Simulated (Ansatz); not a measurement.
Density of states of a (100) slab of KTiCu3Se4 (cut from a parent of space group no. 215; 18 atoms in the cell).

```
CELL_PARAMETERS angstrom
      6.07996     0.00000     0.00000
      0.00000     6.07996     0.00000
      0.00000     0.00000    26.48670
ATOMIC_POSITIONS crystal
  K  0.50000 0.50000 0.30204
  K  0.50000 0.50000 0.53159
  Ti 0.00000 0.00000 0.41681
  Ti 0.00000 0.00000 0.64636
  Cu 0.50000 0.00000 0.41681
  Cu 0.00000 0.00000 0.30204
  Cu 0.00000 0.50000 0.41681
  Cu 0.50000 0.00000 0.64636
  Cu 0.00000 0.00000 0.53159
  Cu 0.00000 0.50000 0.64636
  Se 0.22479 0.22479 0.46841
  Se 0.77521 0.77521 0.46841
  Se 0.77521 0.22479 0.36521
  Se 0.22479 0.77521 0.36521
  Se 0.22479 0.22479 0.69796
  Se 0.77521 0.77521 0.69796
  Se 0.77521 0.22479 0.59476
  Se 0.22479 0.77521 0.59476
```

Level of theory: LDA (PW92), default PAW files made with PBE (plane waves; Ansatz, a quantum-chemistry and plane-wave program).

SCF settings: kpoints.mp_grid.grid = 3 3 1; hamiltonian.xc = lda; hamiltonian.pseudopotentials = {kind: paw} (the program's default PAW files); scf.occupations.method = cold; scf.occupations.width = 0.1 eV; efield.axis = 3; efield.dipole_correction = true. Keys of the DOS step: output.dos.nscf_kmesh.grid = 6 6 1.

The starting cell comes from a database of computed structures (which also holds hypothetical and non-ambient phases and stackings), without a prior relaxation at this level. The slab is cut from that crystal, and its faces are unrelaxed. Spin polarisation is off, so a magnetic state, if there is one, cannot be reached.

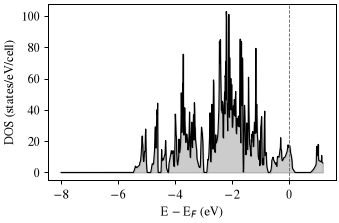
Figure: Total density of states, both spins summed.

Total DOS (both spins), as means of the tabulated values in each energy bin; the zero is the program's Fermi level or highest filled level, and the curve is cut to this window:

```
E (eV)  states/eV/cell
------  --------------
-7.88             0.00
-7.62             0.00
-7.38             0.00
-7.12             0.00
-6.88             0.00
-6.62             0.00
-6.38             0.00
-6.12             0.00
-5.88             0.00
-5.62             0.00
-5.38             2.53
-5.12             13.2
-4.88             1.82
-4.62             14.5
-4.38             7.99
-4.12             8.43
-3.88             19.5
-3.62             30.0
-3.38             25.5
-3.12             12.3
-2.88             7.94
-2.62             24.7
-2.38             46.8
-2.12             55.2
-1.88             36.5
-1.62             38.0
-1.38             23.1
-1.12             24.5
-0.88             15.4
-0.62             3.87
-0.38            10.00
-0.12             11.3
0.12              6.91
0.38              0.00
0.62              0.00
0.88              3.82
```

Around zero the curve holds about 12 states/eV/cell.

Keys are those of Ansatz 0.2.
